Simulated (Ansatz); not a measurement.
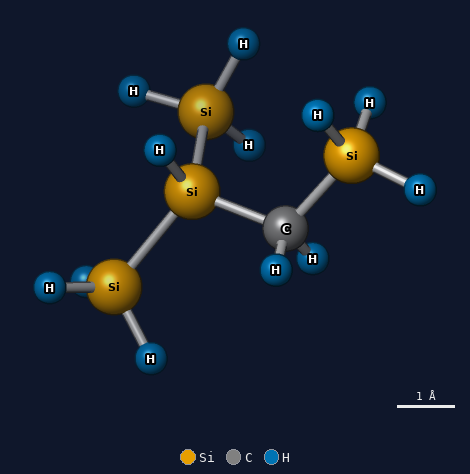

The input geometry (ball-and-stick view, seen at a tilt). Bond lengths as drawn: C–H 1.09 to 1.10 Å, C–Si 1.87 to 1.88 Å, H–Si 1.44 to 1.45 Å and Si–Si 2.25 Å.

## Run report: CH12Si4, phonon calculation

- system: CH12Si4
- method: RKS PBE0-D4/STO-3G (Ansatz 0.2.0)

It belongs to a series of runs on one base structure; here: vibrations at the highest image of the band.

### The program's output
```
Engine: ansatz 0.2.0, aarch64-unknown-linux-gnu
Functional definition: PBE0
  parameter a = 0.25
  parameter kappa = 0.804
  parameter beta = 0.06672455060314922
  exchange = (1 - a)*pbe_x(kappa = kappa, mu = beta*pi^2/3) + a*exact_x
  correlation = pbe_c(beta = beta)
700 factors; integrals over basis functions are off by at most 1.3e-5 eV
mean field evaluation 1: about -32350.5406 eV, gradient 2.2e1 eV
mean field evaluation 2: about -32351.4631 eV, gradient 1.5e1 eV
mean field evaluation 4: about -32352.2178 eV, gradient 3.1e-1 eV
mean field evaluation 8: about -32352.1662 eV, gradient 6.0e-3 eV
mean field -32352.16615315 eV, -1188.9201770425 hartree, gradient 2.0e-5 eV, S^2 0.000000; 0 other end points of the search recorded, 0 dependent functions left out
the calculation of the forces begins
reference -32352.16617502 eV, -1188.9201778462 hartree; 37, 37 occupied and 16, 16 virtual orbitals, 700 factors
these checks for a lower state are left out or cut short: stability, starts, cluster_reference, orbital_swaps, neighbouring_geometries, increment
700 factors; integrals over basis functions are off by at most 1.3e-5 eV
mean field evaluation 16: about -32352.1660 eV, gradient 8.6e-6 eV
mean field -32352.16596617 eV, -1188.9201701711 hartree, gradient 8.5e-7 eV, S^2 0.000000; 0 other end points of the search recorded, 0 dependent functions left out
[... from here on the field's lines of each further geometry are left out, up to the last ...]
the calculation of the forces begins
reference -32352.16618241 eV, -1188.9201781179 hartree; 37, 37 occupied and 16, 16 virtual orbitals, 700 factors
these checks for a lower state are left out or cut short: stability, starts, cluster_reference, orbital_swaps, neighbouring_geometries, increment
700 factors; integrals over basis functions are off by at most 1.3e-5 eV
mean field -32352.16611460 eV, -1188.9201756258 hartree, gradient 1.3e-6 eV, S^2 0.000000; 0 other end points of the search recorded, 0 dependent functions left out
the calculation of the forces begins
reference -32352.16613647 eV, -1188.9201764295 hartree; 37, 37 occupied and 16, 16 virtual orbitals, 700 factors
WARN: phonons: modes at or below zero, which the zero-point energy, F, S and C_V leave out: 1, the lowest at -75.31 cm⁻¹. A minimum has none, and a first-order saddle one
Total energy: -32352.58624267 eV, -1188.9356150476 hartree
Atom 0 at    -1.971903     0.324010    -1.712839 Å, force     0.004824    -0.008213     0.012924 eV/Å
Atom 1 at    -1.262130    -0.499147    -0.190586 Å, force    -0.007545     0.004160    -0.012546 eV/Å
Atom 2 at     0.604112    -0.348096    -0.002835 Å, force     0.010997    -0.001880    -0.009669 eV/Å
Atom 3 at     1.222284     1.802629     0.205499 Å, force    -0.006638    -0.000806    -0.001811 eV/Å
Atom 4 at     1.332735    -1.607496     1.716552 Å, force     0.001338     0.001928    -0.003544 eV/Å
Atom 5 at    -3.396669     0.104655    -1.794029 Å, force    -0.000432     0.001176    -0.000857 eV/Å
Atom 6 at    -1.729584     1.745977    -1.671945 Å, force     0.000416    -0.000460     0.002582 eV/Å
Atom 7 at    -1.355575    -0.209330    -2.903689 Å, force    -0.000428     0.000319     0.000277 eV/Å
Atom 8 at    -1.527895    -1.561180    -0.213724 Å, force     0.000133    -0.001282     0.004344 eV/Å
Atom 9 at    -1.751262    -0.084704     0.696814 Å, force     0.000812    -0.001874     0.003622 eV/Å
Atom 10 at     1.197175    -0.863880    -1.218161 Å, force    -0.001915     0.002419     0.000469 eV/Å
Atom 11 at     2.627836     1.905544     0.517896 Å, force     0.000198    -0.001123     0.000701 eV/Å
Atom 12 at     0.491678     2.455719     1.265444 Å, force     0.001548    -0.001259     0.000961 eV/Å
Atom 13 at     0.988596     2.545411    -1.009956 Å, force     0.003164     0.003307     0.001531 eV/Å
Atom 14 at     0.234137    -2.233201     2.414274 Å, force    -0.000838     0.006987    -0.006055 eV/Å
Atom 15 at     2.064243    -0.820249     2.681031 Å, force    -0.004778    -0.000821     0.000348 eV/Å
Atom 16 at     2.213123    -2.656865     1.260252 Å, force    -0.000856    -0.002579     0.006722 eV/Å
Dipole moment:    -0.046426    -0.040543     0.016989 e Å
Vibrations: -75.31 40.63 75.00 117.83 124.63 137.70 199.70 230.25 482.95 579.95 587.85 591.10 621.02 654.38 659.09 687.11 817.67 839.46 893.84 915.53 982.80 1048.74 1068.63 1090.00 1133.60 1135.71 1136.78 1137.77 1139.45 1141.47 1252.50 1321.92 1688.78 2672.60 2674.94 2678.66 2680.56 2725.17 2726.50 2728.24 2728.67 2732.00 2736.54 3389.67 3499.90 cm⁻¹, zero-point energy 3.626989 eV
```

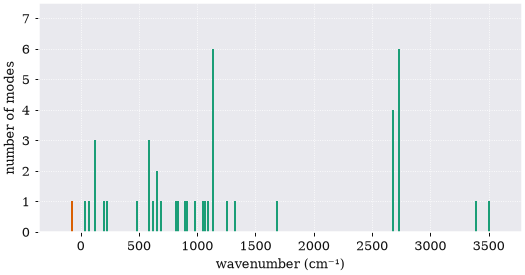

Harmonic vibrational wavenumbers from the force constants; neighbouring modes closer than 16 cm⁻¹ are counted in one stick, and imaginary ones are drawn at negative wavenumbers. 45 modes from 75i to 3500 cm⁻¹, 1 imaginary beyond 8i (75i cm⁻¹): not a clean minimum; so soft a mode can be a shallow saddle, an incomplete relaxation or noise of the force constants.

This output came from the following input.

### Input
```yaml
crystal:
  periodic: [false, false, false]
  atoms:
    - { symbol: Si, position_ang: [-1.971903, 0.32401, -1.712839] }
    - { symbol: C, position_ang: [-1.26213, -0.499147, -0.190586] }
    - { symbol: Si, position_ang: [0.604112, -0.348096, -0.002835] }
    - { symbol: Si, position_ang: [1.222284, 1.802629, 0.205499] }
    - { symbol: Si, position_ang: [1.332735, -1.607496, 1.716552] }
    - { symbol: H, position_ang: [-3.396669, 0.104655, -1.794029] }
    - { symbol: H, position_ang: [-1.729584, 1.745977, -1.671945] }
    - { symbol: H, position_ang: [-1.355575, -0.20933, -2.903689] }
    - { symbol: H, position_ang: [-1.527895, -1.56118, -0.213724] }
    - { symbol: H, position_ang: [-1.751262, -0.084704, 0.696814] }
    - { symbol: H, position_ang: [1.197175, -0.86388, -1.218161] }
    - { symbol: H, position_ang: [2.627836, 1.905544, 0.517896] }
    - { symbol: H, position_ang: [0.491678, 2.455719, 1.265444] }
    - { symbol: H, position_ang: [0.988596, 2.545411, -1.009956] }
    - { symbol: H, position_ang: [0.234137, -2.233201, 2.414274] }
    - { symbol: H, position_ang: [2.064243, -0.820249, 2.681031] }
    - { symbol: H, position_ang: [2.213123, -2.656865, 1.260252] }
basis:
  gaussian: { orbitals: STO-3G }
hamiltonian:
  xc: pbe0
  dispersion: d4
phonons: {}
```

Command:
```bash
ansatz run input.yaml --threads 1 --pin off --max-ram 2048MiB --backend cpu --events-out ev --progress --plain --runs-dir out
```

### Key numbers

- outcome: converged
- total energy: −32352.5862 eV
- mean-field energy: −32352.1662 eV
- largest force (length of the vector): 0.016 eV/Å
- hardware: 1 thread of an Arm (aarch64) CPU, shared host
- wall time: 4.7 min
- peak memory: 0.14 GiB
